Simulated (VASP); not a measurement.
Energy against volume of TiCo (CsCl type). These are AM05 GGA, VASP's PBE PAW potentials (set 64) (plane waves; VASP 6.6.1) values and carry that method's errors.

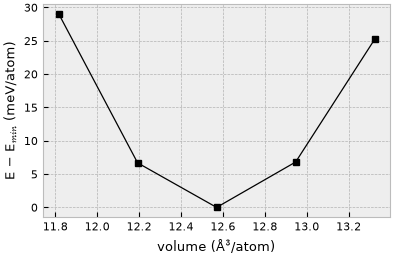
Energy against volume

Estimate the equilibrium volume and the bulk modulus.

The minimum lies near 12.6 Å³/atom, and the curvature gives B0 of about 190 GPa.

Measured: bulk modulus 154 GPa (computed value off by +24.3 %), a 2.995 Å (computed value off by -2.2 %), as given by Yamada et al., (2019), arXiv:1910.09660. The calculation is for a static lattice, while the measured bulk modulus, a hold thermal and zero-point effects, which are part of the difference.

The compound is TiCo in the CsCl type structure. It was relaxed first, which changed the volume by -6 %. The run is not spin-polarised, so no magnetic state was tried.
